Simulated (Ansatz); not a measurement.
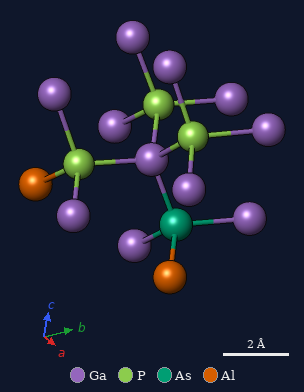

This is the input geometry for a relaxation of crystalline Ga₅₂P₅₂As₁₂Al₁₂ (a generated structure, set up in P1). A ball-and-stick model of the atoms within 4.2 Å of the atom that moves most (axes of the cell of the calculation), seen slightly off an axis.

The calculation used DFT, PBEsol, PAW, plane waves (Ansatz).

Set-up: plane-wave cutoff 420 eV; k-point mesh 1 × 1 × 1; mesh shifted by (0.5, 0.5, 0.5); no spin polarisation; cell relaxed at fixed shape; force threshold 0.03 eV/Å; at most 80 steps.

```xyz
128
Lattice="0.0000 10.9665 10.9665 10.9665 0.0000 10.9665 10.9665 10.9665 0.0000" Properties=species:S:1:pos:R:3 pbc="T T T"
Ga   10.9548   21.8901   10.9647
Ga   10.9863    5.4933   16.4214
Ga    5.5037   10.9572   16.4255
Ga    5.5175    5.5068    0.0305
Ga    5.5094    5.5166    5.4962
Ga   16.4529   16.4426   10.9693
Ga    5.5069   10.9668    5.4937
Ga    5.4942   10.9754   10.9705
Ga   10.9604    5.4979    5.4971
Ga   10.9468    5.5015   10.9694
Ga   10.9575   10.9825    5.4923
Ga   10.9518   10.9682   10.9595
Ga   10.9529   10.9379   16.4529
Ga   10.9822   16.4614   10.9669
Ga   16.4602   10.9511   10.9412
Ga   16.4530   16.4059   16.4672
Ga   13.6970    8.2299   16.4230
Ga    8.1948    2.7407    5.5090
Ga    8.2172    2.7672   10.9487
Ga    8.2282    8.2061    5.4886
Ga    8.2276    8.2282   10.9592
Ga    8.2187    8.2238   16.4323
Ga   19.1242   13.6998   16.4835
Ga    8.2199   13.6801   10.9644
Ga   13.7108   19.1799   16.4474
Ga   13.7436    8.2547   10.9824
Ga   13.7065   13.6794   10.9763
Ga   13.7200   13.6820   16.4273
Ga   13.6947   10.9752    2.7579
Ga    8.2179   10.9558   19.1633
Ga    8.2413    5.5193    2.7648
Ga    8.2362    5.4686    8.1941
Ga    8.2518    5.4804   13.6966
Ga   19.1648   10.9691   13.6986
Ga    8.2355   10.9616    8.2091
Ga    8.2326   10.9228   13.7221
Ga    8.1998   16.4464    8.2616
Ga   13.7017    5.4928    8.2483
Ga   13.6885   10.9932    8.2536
Ga   13.6977   16.4462   13.6857
Ga   21.9035   13.7155   13.6924
Ga   10.9625    8.2741   19.1711
Ga    5.4861   13.7148   13.6921
Ga   16.4574   13.7210    8.2495
Ga    5.4649    8.2252    2.7621
Ga    5.4704    8.2547    8.2400
Ga    5.4995    8.2434   13.7217
Ga   10.9688    8.2479    2.7248
Ga   10.9772    8.2188    8.2149
Ga   10.9852   13.7365    8.2438
Ga   10.9408   13.7062   13.7019
Ga   16.4084    8.2307    8.2257
P     1.3679    1.3739    1.3757
P     1.3927    6.8799    6.8715
P     6.8619    1.3712    6.8674
P     6.8546    6.8279    1.3638
P     6.8644    6.8560    6.8665
P     6.8389    6.8382   12.3537
P     6.8495   12.3728   12.3346
P    12.2912    6.8669    6.8479
P    12.3330    6.8764   12.3250
P    12.3423   12.3620    6.8700
P    12.3557   12.3576   12.3213
P    12.3061   12.3505   17.7756
P    17.8294   12.3485   12.3384
P     4.1171    4.1446    6.8195
P     4.1123    9.5963    6.8501
P     4.0825    9.5992   12.3501
P     9.5661    4.1163    6.8700
P     9.5885    9.6442    1.3823
P     9.5973    9.5926   12.3364
P     9.5466   15.0922    6.8245
P     9.5655   15.0798   12.3269
P    15.0752    9.5932   12.3598
P    15.0749   15.0941   12.3467
P    15.0946   15.0842   17.8236
P     4.1388    1.3782    4.1296
P     4.1195    6.8517    4.1228
P     4.1011    6.9104    9.5654
P     4.0904   12.3163    9.6098
P     9.5932    6.8408    4.0804
P     9.6217    6.8794    9.6296
P     9.6281    6.8486   15.0997
P     9.6020   12.3527    4.1261
P     9.6057   12.3460    9.6319
P     9.6339   12.3438   15.1192
P     9.5922   17.8234    9.6376
P    15.0926    6.8511    9.5912
P    15.0814   12.3383    9.6062
P    15.0628   12.3082   15.0580
P    15.0693   17.8617   15.0831
P     1.3376    4.1490    4.0871
P     1.3391    9.6266    9.6190
P     6.8677    4.1083    4.1180
P     6.8337    4.1210    9.5800
P     6.8821    9.5722    4.1374
P     6.8304    9.5585    9.6157
P     6.8801    9.5978   15.1062
P    12.3644    4.1201    9.5721
P    12.3115    9.6003    4.1171
P    12.3504    9.6130    9.5987
P    12.3223    9.6151   15.0834
P    12.3394   15.0799    9.5849
P    17.7935   15.0477   15.0914
As    6.8536   12.3278    6.8344
As   12.3318   17.8296   12.3420
As   17.8071   17.8130   17.8123
As    4.1344    4.1313    1.3505
As    9.5872    4.0948   12.3458
As    9.5975    9.5782    6.8566
As    9.6105    9.5820   17.8289
As   15.0892    9.5791    6.9179
As    9.5977    1.3339    9.5982
As    6.8287   15.0718    9.5763
As   12.3569   15.0465   15.0967
As   17.8382    9.6115    9.5717
Al    2.7395   13.6857   10.9744
Al   13.6991   13.7054    5.4736
Al    2.7241    8.2741   10.9751
Al    8.2214   19.1640   10.9719
Al    2.7437    5.5026    2.7685
Al    2.7517    5.4969    8.2041
Al    2.7323   10.9699    8.2390
Al   13.7183   10.9579   13.6743
Al   16.4494   13.6968   19.1739
Al   10.9760    2.7424    8.2455
Al   10.9370    8.2387   13.6955
Al   16.4411   13.7197   13.7026
```

### Predict the outcome.

The energy falls by 13.6 meV per atom in 3 geometry steps. The largest force component goes from 1.2 to 0.029 eV/Å. The pressure goes from 0.27 to −0.01 GPa. Ga23 moves most relative to the cell: 0.13 Å roughly along [−1 0 2]. By element the largest moves are Ga 0.13 Å, As 0.09 Å, Al 0.09 Å, P 0.08 Å. Cell: a = b = c 15.509 → 15.514 Å (0.0 %). Volume +0.1 %. Some distances before and after: Ga23–As105 2.306 → 2.438 Å, Ga7–As105 2.337 → 2.432 Å, Ga33–P104 2.436 → 2.359 Å, Ga50–P72 2.434 → 2.363 Å. Bond angles that change, for instance: Ga2–P72–Ga50 107.1° → 110.8°, P104–Ga23–As105 111.1° → 107.7°, Ga11–P84–Ga41 110.6° → 107.4°. The space group stays P1 (No. 1). Cost: 6.6 s on 1 × NVIDIA GB200 with 8 threads of Arm Neoverse-V2, peak memory 2.6 GiB.

The end point in the same view:

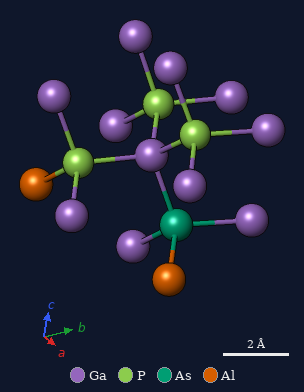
